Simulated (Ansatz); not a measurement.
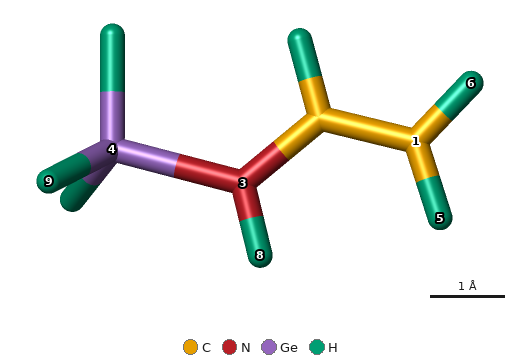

Figure 1. The structure as given in the input (stick view, seen at a tilt; atoms are numbered from 1 in the order of the input). Sticks mark near contacts. Bond lengths as drawn: C–C 1.35 Å, C–H 1.10 to 1.11 Å, C–N 1.39 Å, Ge–H 1.55 Å, Ge–N 1.85 Å and H–N 1.02 Å.

**Run report: C₂H₇GeN, geometry relaxation (part 1 of 2)**

C₂H₇GeN, computed with RKS PBE0-D4/def2-TZVP (Ansatz 0.2.0).

The geometry: PBE-D4/def2-SVP start. Figures and captions count atoms from 1; the log counts them from 0 in places.

## Log
```
Functional definition: PBE0
  name "PBE0"
  cite "Adamo & Barone, J. Chem. Phys. 110, 6158 (1999) doi:10.1063/1.478522"
  cite "Perdew, Burke & Ernzerhof, Phys. Rev. Lett. 77, 3865 (1996) doi:10.1103/PhysRevLett.77.3865"
  parent pbe
  parameter a = 0.25
  parameter kappa = 0.804
  parameter beta = 0.06672455060314922
  exchange = (1 - a)*pbe_x(kappa = kappa, mu = beta*pi^2/3) + a*exact_x
  correlation = pbe_c(beta = beta)
1224 factors; their error is unknown
mean field evaluation 1: about -60177.1999 eV, gradient 6.2e1 eV
mean field evaluation 2: about -60169.2315 eV, gradient 8.4e1 eV
mean field evaluation 4: about -60185.0476 eV, gradient 7.5e0 eV
mean field evaluation 8: about -60185.4499 eV, gradient 4.0e-1 eV
mean field evaluation 16: about -60185.4501 eV, gradient 1.7e-5 eV
mean field -60185.45009590 eV, -2211.7744958609 hartree, gradient 1.7e-5 eV, S^2 0.000000; 0 other end points of the search recorded, 0 dependent functions left out
the calculation of the forces begins
reference -60185.45012864 eV, -2211.7744970644 hartree; 29, 29 occupied and 154, 154 virtual orbitals, 1224 factors
relax step   1: F+E_penalty+E_count = -60185.61775093 eV  Δ(F+E_penalty+E_count) = +0.000e0 eV  max|allowed force component| = 4.979e-1 eV/Å  Δτ_max = 0.0000 Å  (28 SCF iters, accepted)
these checks for a lower state are left out or cut short: starts, cluster_reference, orbital_swaps, neighbouring_geometries, increment
1224 factors; their error is unknown
mean field -60185.49241035 eV, -2211.7760508885 hartree, gradient 7.5e-6 eV, S^2 0.000000; 0 other end points of the search recorded, 0 dependent functions left out
[... from here on the field's lines of each further geometry are left out, up to the last ...]
relax step   2: F+E_penalty+E_count = -60185.66117746 eV  Δ(F+E_penalty+E_count) = -4.343e-2 eV  max|allowed force component| = 1.313e-1 eV/Å  Δτ_max = 0.0354 Å  (32 SCF iters, accepted)
relax step   3: F+E_penalty+E_count = -60185.66375787 eV  Δ(F+E_penalty+E_count) = -2.580e-3 eV  max|allowed force component| = 3.889e-2 eV/Å  Δτ_max = 0.0124 Å  (32 SCF iters, accepted)
relax step   4: F+E_penalty+E_count = -60185.66384319 eV  Δ(F+E_penalty+E_count) = -8.532e-5 eV  max|allowed force component| = 1.084e-2 eV/Å  Δτ_max = 0.0070 Å  (32 SCF iters, accepted)
relax step   5: F+E_penalty+E_count = -60185.66392890 eV  Δ(F+E_penalty+E_count) = -8.571e-5 eV  max|allowed force component| = 1.860e-2 eV/Å  Δτ_max = 0.0120 Å  (31 SCF iters, accepted)
relax step   6: F+E_penalty+E_count = -60185.66433540 eV  Δ(F+E_penalty+E_count) = -4.065e-4 eV  max|allowed force component| = 4.898e-2 eV/Å  Δτ_max = 0.0456 Å  (31 SCF iters, accepted)
relax step   7: F+E_penalty+E_count = -60185.66047978 eV  Δ(F+E_penalty+E_count) = +3.856e-3 eV  max|allowed force component| = 2.752e-1 eV/Å  Δτ_max = 0.1407 Å  (30 SCF iters, rejected (line search))
relax step   8: F+E_penalty+E_count = -60185.65932409 eV  Δ(F+E_penalty+E_count) = +5.011e-3 eV  max|allowed force component| = 2.294e-1 eV/Å  Δτ_max = 0.0427 Å  (31 SCF iters, rejected (line search))
relax step   9: F+E_penalty+E_count = -60185.66492600 eV  Δ(F+E_penalty+E_count) = -5.906e-4 eV  max|allowed force component| = 2.602e-2 eV/Å  Δτ_max = 0.0213 Å  (32 SCF iters, accepted)
relax step  10: F+E_penalty+E_count = -60185.66601051 eV  Δ(F+E_penalty+E_count) = -1.085e-3 eV  max|allowed force component| = 8.978e-2 eV/Å  Δτ_max = 0.0763 Å  (31 SCF iters, accepted)
relax step  11: F+E_penalty+E_count = -60185.66681528 eV  Δ(F+E_penalty+E_count) = -8.048e-4 eV  max|allowed force component| = 1.729e-1 eV/Å  Δτ_max = 0.0697 Å  (32 SCF iters, accepted)
relax step  12: F+E_penalty+E_count = -60185.66857500 eV  Δ(F+E_penalty+E_count) = -1.760e-3 eV  max|allowed force component| = 1.564e-1 eV/Å  Δτ_max = 0.0390 Å  (32 SCF iters, accepted)
relax step  13: F+E_penalty+E_count = -60185.66719310 eV  Δ(F+E_penalty+E_count) = +1.382e-3 eV  max|allowed force component| = 4.227e-1 eV/Å  Δτ_max = 0.1912 Å  (37 SCF iters, rejected (line search))
relax step  14: F+E_penalty+E_count = -60185.66658811 eV  Δ(F+E_penalty+E_count) = +1.987e-3 eV  max|allowed force component| = 4.172e-1 eV/Å  Δτ_max = 0.0956 Å  (30 SCF iters, rejected (line search))
relax step  15: F+E_penalty+E_count = -60185.67172528 eV  Δ(F+E_penalty+E_count) = -3.150e-3 eV  max|allowed force component| = 3.493e-2 eV/Å  Δτ_max = 0.0466 Å  (31 SCF iters, accepted)
relax step  16: F+E_penalty+E_count = -60185.67384578 eV  Δ(F+E_penalty+E_count) = -2.121e-3 eV  max|allowed force component| = 1.140e-1 eV/Å  Δτ_max = 0.0974 Å  (31 SCF iters, accepted)
relax step  17: F+E_penalty+E_count = -60185.67427707 eV  Δ(F+E_penalty+E_count) = -4.313e-4 eV  max|allowed force component| = 1.538e-1 eV/Å  Δτ_max = 0.0791 Å  (31 SCF iters, accepted)
relax step  18: F+E_penalty+E_count = -60185.67571999 eV  Δ(F+E_penalty+E_count) = -1.443e-3 eV  max|allowed force component| = 6.011e-2 eV/Å  Δτ_max = 0.0116 Å  (32 SCF iters, accepted)
relax step  19: F+E_penalty+E_count = -60185.67631743 eV  Δ(F+E_penalty+E_count) = -5.974e-4 eV  max|allowed force component| = 1.246e-2 eV/Å  Δτ_max = 0.0175 Å  (32 SCF iters, accepted)
relax step  20: F+E_penalty+E_count = -60185.67642381 eV  Δ(F+E_penalty+E_count) = -1.064e-4 eV  max|allowed force component| = 1.417e-2 eV/Å  Δτ_max = 0.0177 Å  (31 SCF iters, accepted)
relax step  21: F+E_penalty+E_count = -60185.67648955 eV  Δ(F+E_penalty+E_count) = -6.574e-5 eV  max|allowed force component| = 7.013e-3 eV/Å  Δτ_max = 0.0169 Å  (31 SCF iters, accepted)
relax step  22: F+E_penalty+E_count = -60185.67651174 eV  Δ(F+E_penalty+E_count) = -2.219e-5 eV  max|allowed force component| = 5.201e-3 eV/Å  Δτ_max = 0.0094 Å  (33 SCF iters, accepted)
the calculation of the forces begins
reference -60185.50691981 eV, -2211.7765841013 hartree; 29, 29 occupied and 154, 154 virtual orbitals, 1224 factors
relax step  23: F+E_penalty+E_count = -60185.67651973 eV  Δ(F+E_penalty+E_count) = -7.981e-6 eV  max|allowed force component| = 3.309e-3 eV/Å  Δτ_max = 0.0044 Å  (32 SCF iters, accepted)
1224 factors; their error is unknown
mean field evaluation 192: about -60185.5069 eV, gradient 4.9e-3 eV
```

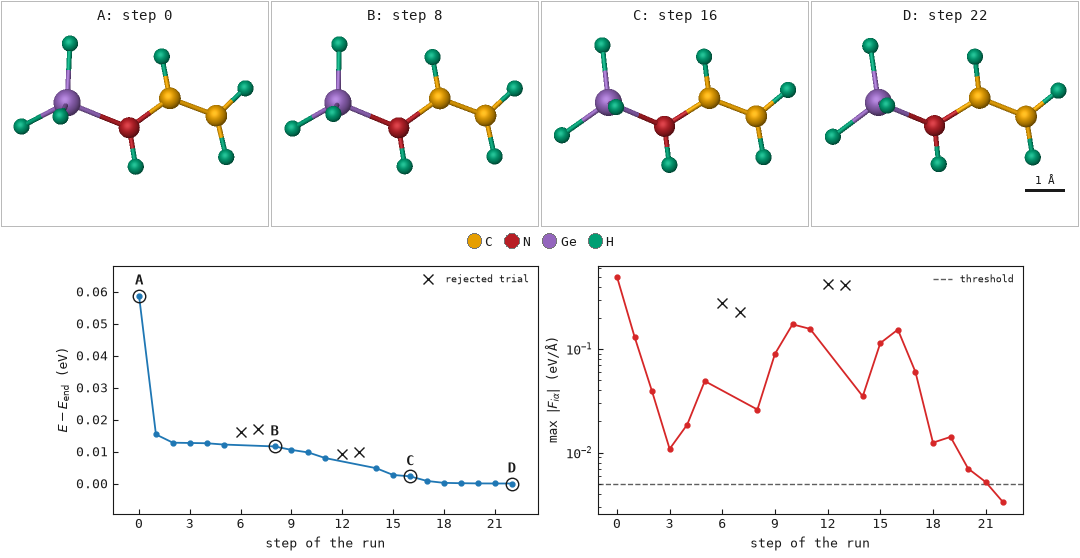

Figure 2. Frames of the relaxation (ball-and-stick view, seen at a tilt) above the curves, on which the letters mark them (the first geometry is step 0 here and step 1 in the log).

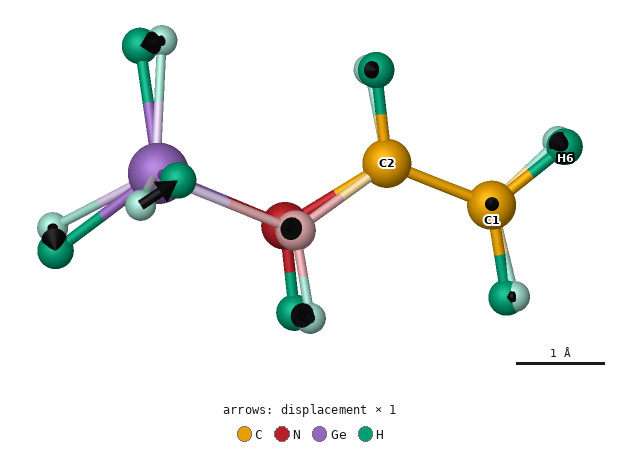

Figure 3. Start (faint) and end (solid) with the displacements as black arrows, at true length (ball-and-stick view, seen at a tilt). The two geometries are laid on each other by the best rigid fit. H9 moves most after the best rigid fit: 0.52 Å. Largest moves by element: H 0.52 Å, N 0.35 Å, C 0.13 Å, Ge 0.04 Å. Distances before and after: C1–C2 1.354 → 1.334 Å, Ge4–H10 1.554 → 1.534 Å, C1–H5 1.102 → 1.085 Å, C2–H7 1.105 → 1.088 Å. Among the angles that change: N3–Ge4–H10 109.8° → 106.4°, C2–N3–Ge4 126.1° → 123.3°. Over 22 geometry steps the energy falls by 0.059 eV. Largest force component: 0.5 eV/Å at the start, 0.0033 eV/Å at the end. The line search rejected the trial steps at points 6, 7, 12, 13 (counted from 0) and went back. (Atoms are counted from 1 in the order of the input.)

```
mean field -60185.50688717 eV, -2211.7765829017 hartree, gradient 7.6e-6 eV, S^2 0.000000; 1 other end points of the search recorded, 0 dependent functions left out
the calculation of the forces begins
reference -60185.50691981 eV, -2211.7765841013 hartree; 29, 29 occupied and 154, 154 virtual orbitals, 1224 factors
Total energy: -60185.67655237 eV, -2211.7828179827 hartree
Atom 0 at    -0.380305     2.115200    -0.322899 Å, force    -0.000187     0.000523     0.001315 eV/Å
Atom 1 at    -0.448420     0.852879     0.102978 Å, force    -0.000258    -0.000591    -0.000641 eV/Å
Atom 2 at     0.069636    -0.261173    -0.522043 Å, force     0.002336     0.001619    -0.002464 eV/Å
Atom 3 at     0.426041    -1.839032     0.355894 Å, force    -0.002532     0.000013     0.003309 eV/Å
Atom 4 at     0.146791     2.387856    -1.231006 Å, force    -0.001114    -0.000058     0.000439 eV/Å
Atom 5 at    -0.870298     2.902867     0.231403 Å, force     0.000716    -0.001247    -0.000798 eV/Å
Atom 6 at    -0.987128     0.629621     1.021950 Å, force     0.000050     0.000645     0.000418 eV/Å
Atom 7 at     0.594176    -0.061985    -1.360704 Å, force    -0.000806    -0.000419     0.000383 eV/Å
Atom 8 at     1.686147    -1.746427     1.241563 Å, force     0.000519    -0.001223    -0.001720 eV/Å
Atom 9 at     0.626776    -2.903801    -0.730150 Å, force     0.001219     0.000450     0.001075 eV/Å
Atom 10 at    -0.798115    -2.132903     1.233815 Å, force     0.000057     0.000289    -0.001315 eV/Å
Dipole moment:     0.137123    -0.241411    -0.027131 e Å
```

## Trajectory as extended XYZ (Å, eV, eV/Å), 20 of the 23 frames kept, from step=1 to step=23
```
11
Properties=species:S:1:pos:R:3:forces:R:3 step=1 energy=-60185.61775
C    -0.4958    2.1303   -0.3847    0.0193  -0.4853   0.1700
C    -0.4574    0.8614    0.0862   -0.0799   0.4404  -0.0898
N     0.3631   -0.1666   -0.3531    0.1567   0.1776  -0.2294
Ge    0.4497   -1.8751    0.3618   -0.0605   0.1788  -0.0263
H     0.1624    2.4722   -1.1997   -0.3468  -0.1950   0.4389
H    -1.2003    2.8546    0.0443    0.3794  -0.4122  -0.2261
H    -1.1392    0.5660    0.9043    0.3695   0.1695  -0.4348
H     0.9992    0.0816   -1.1153   -0.4218  -0.1233   0.4979
H     1.8561   -2.1478    0.9656   -0.2218   0.0693  -0.1087
H     0.1669   -2.9251   -0.7476    0.0485   0.1855   0.1679
H    -0.6395   -1.9085    1.4589    0.1576  -0.0054  -0.1595
11
Properties=species:S:1:pos:R:3:forces:R:3 step=2 energy=-60185.66118
C    -0.4909    2.1090   -0.3805   -0.0079  -0.0707   0.0306
C    -0.4518    0.8549    0.0850   -0.0134   0.0629  -0.0034
N     0.3625   -0.1657   -0.3561    0.0282   0.0170  -0.0303
Ge    0.4406   -1.8600    0.3624    0.0034   0.1258  -0.0619
H     0.1587    2.4470   -1.1865   -0.0967  -0.0458   0.1119
H    -1.1888    2.8230    0.0435    0.1081  -0.0963  -0.0600
H    -1.1215    0.5638    0.8973    0.0937   0.0451  -0.1225
H     0.9937    0.0829   -1.1068   -0.1141  -0.0353   0.1313
H     1.8388   -2.1185    0.9558   -0.0241  -0.0062   0.0016
H     0.1649   -2.8953   -0.7435    0.0030   0.0025   0.0244
H    -0.6409   -1.8979    1.4502    0.0198   0.0009  -0.0217
11
Properties=species:S:1:pos:R:3:forces:R:3 step=3 energy=-60185.66376
C    -0.4908    2.1046   -0.3792    0.0026   0.0000   0.0056
C    -0.4512    0.8540    0.0845   -0.0037  -0.0123  -0.0022
N     0.3607   -0.1644   -0.3578    0.0023  -0.0389   0.0025
Ge    0.4420   -1.8539    0.3585   -0.0091   0.0225  -0.0046
H     0.1520    2.4406   -1.1852    0.0087   0.0086  -0.0030
H    -1.1789    2.8184    0.0494   -0.0111   0.0068  -0.0047
H    -1.1195    0.5633    0.8914    0.0037   0.0021   0.0156
H     0.9893    0.0851   -1.1048    0.0063   0.0076  -0.0096
H     1.8346   -2.1169    0.9600    0.0056   0.0035  -0.0004
H     0.1670   -2.8959   -0.7394    0.0037  -0.0010  -0.0050
H    -0.6399   -1.8917    1.4433   -0.0090   0.0011   0.0057
11
Properties=species:S:1:pos:R:3:forces:R:3 step=4 energy=-60185.66384
C    -0.4902    2.1041   -0.3784   -0.0023  -0.0023   0.0007
C    -0.4508    0.8531    0.0845    0.0104   0.0026   0.0091
N     0.3597   -0.1657   -0.3593    0.0009  -0.0082  -0.0014
Ge    0.4407   -1.8534    0.3585    0.0001   0.0004   0.0015
H     0.1547    2.4415   -1.1824   -0.0016   0.0022  -0.0088
H    -1.1823    2.8165    0.0464    0.0019   0.0073   0.0058
H    -1.1144    0.5641    0.8961   -0.0108  -0.0036  -0.0025
H     0.9876    0.0836   -1.1072    0.0012   0.0041  -0.0071
H     1.8339   -2.1141    0.9603    0.0005  -0.0003   0.0036
H     0.1690   -2.8957   -0.7402    0.0012  -0.0014  -0.0002
H    -0.6428   -1.8906    1.4424   -0.0013  -0.0008  -0.0006
11
Properties=species:S:1:pos:R:3:forces:R:3 step=6 energy=-60185.66434
C    -0.4872    2.1053   -0.3766   -0.0013  -0.0042  -0.0034
C    -0.4385    0.8581    0.0960    0.0150   0.0095   0.0016
N     0.3505   -0.1697   -0.3665   -0.0183  -0.0014  -0.0040
Ge    0.4407   -1.8536    0.3592   -0.0347  -0.0193  -0.0490
H     0.1292    2.4317   -1.2076   -0.0013  -0.0003   0.0068
H    -1.1595    2.8258    0.0667    0.0033  -0.0013  -0.0027
H    -1.0775    0.5807    0.9312    0.0034  -0.0069   0.0004
H     0.9479    0.0665   -1.1431    0.0022   0.0054   0.0014
H     1.8126   -2.0987    1.0108    0.0303   0.0013   0.0135
H     0.2236   -2.8934   -0.7565    0.0080   0.0200   0.0338
H    -0.6765   -1.9096    1.4071   -0.0066  -0.0029   0.0015
11
Properties=species:S:1:pos:R:3:forces:R:3 step=7 energy=-60185.66048 accepted=F
C    -0.4783    2.1084   -0.3709    0.0163   0.0797  -0.0623
C    -0.4101    0.8692    0.1217    0.0362  -0.0440   0.0000
N     0.3215   -0.1816   -0.3902    0.0342   0.1013  -0.1769
Ge    0.4384   -1.8536    0.3589   -0.0528  -0.1432  -0.0855
H     0.0714    2.4094   -1.2636   -0.0989  -0.0493   0.1837
H    -1.0998    2.8491    0.1189    0.0681  -0.0656  -0.0805
H    -0.9866    0.6199    1.0158    0.1166   0.0033  -0.1354
H     0.8478    0.0249   -1.2329   -0.1602  -0.0338   0.2752
H     1.7617   -2.0503    1.1327   -0.0593   0.0238  -0.0407
H     0.3605   -2.8943   -0.7884    0.0155   0.1440   0.1852
H    -0.7613   -1.9581    1.3188    0.0844  -0.0163  -0.0628
```
